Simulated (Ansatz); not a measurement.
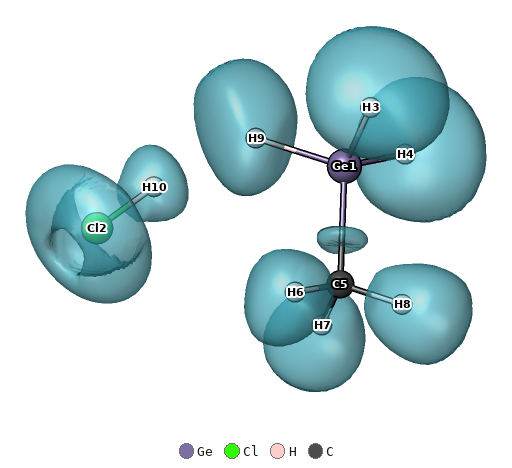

The picture shows: CH$_{6}$Ge···HCl. Isosurface of the ELF at 0.85 (cyan), seen at a tilt. Only the valence region is drawn (cores and ρ < 0.01 e/Å³ removed).

The calculation used Ansatz, RKS B3LYP-D4/def2-mTZVP.

```yaml
atoms:
  - { symbol: Ge, position_ang: [-0.2850, 0.2708, -0.5777] }
  - { symbol: Cl, position_ang: [-1.2470, -1.0300, 3.2490] }
  - { symbol: H, position_ang: [1.2474, 0.4216, -0.5319] }
  - { symbol: H, position_ang: [-0.8417, 1.0746, -1.7681] }
  - { symbol: C, position_ang: [-0.8196, -1.6185, -0.6660] }
  - { symbol: H, position_ang: [-0.4548, -2.1604, 0.2063] }
  - { symbol: H, position_ang: [-1.9059, -1.7083, -0.6956] }
  - { symbol: H, position_ang: [-0.4106, -2.0861, -1.5622] }
  - { symbol: H, position_ang: [-0.8525, 0.9131, 0.7176] }
  - { symbol: H, position_ang: [-1.1680, -0.1171, 2.3217] }
```

Question: Identify the bonds, lone pairs and shells in this picture.

Answer: The ELF exceeds this value in one region between bonded C–Ge atoms (shared pairs), seven regions around hydrogen nuclei and one ring or bowl of non-bonding electrons around Cl. Along the contacts the grid gives the following. H9···H10 (1.93 Å): the ELF dips to about 0.05 between them. C–Ge (1.97 Å): the ELF peaks at about 0.90 in the valence shell of C, 0.7 Å from its nucleus, and is about 0.70 at the midpoint.
